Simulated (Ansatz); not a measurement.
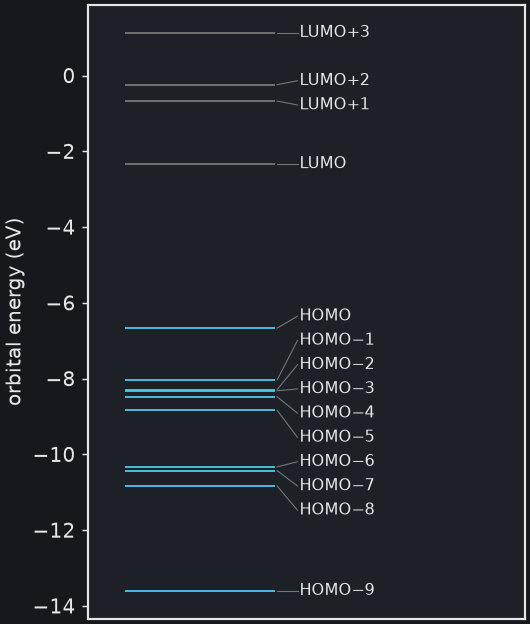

Kohn-Sham orbital energies near the frontier, r2SCAN/def2-TZVPP, the Ansatz code 0.2.0, at a PBE0-D4/def2-TZVP geometry (no frequency check), isolated molecule; empty levels in grey, levels within 0.03 eV side by side.

Which molecule has this level scheme?
A. CH₆InNO, SMILES C[NH][InH][OH], singlet
B. CH₆B₂OS, SMILES BOCBS
C. C₂H₇NOSn, SMILES C[O][SnH2]/[CH]=N\[H], singlet
D. CH₆AlClGe, SMILES [CH3][GeH2][AlH][Cl], singlet

Answer. D. HOMO −6.67 eV, LUMO −2.33 eV, separation 4.33 eV.

Note: no scalar relativity up to krypton; one conformer of a flexible molecule; empty levels above zero depend strongly on the basis.
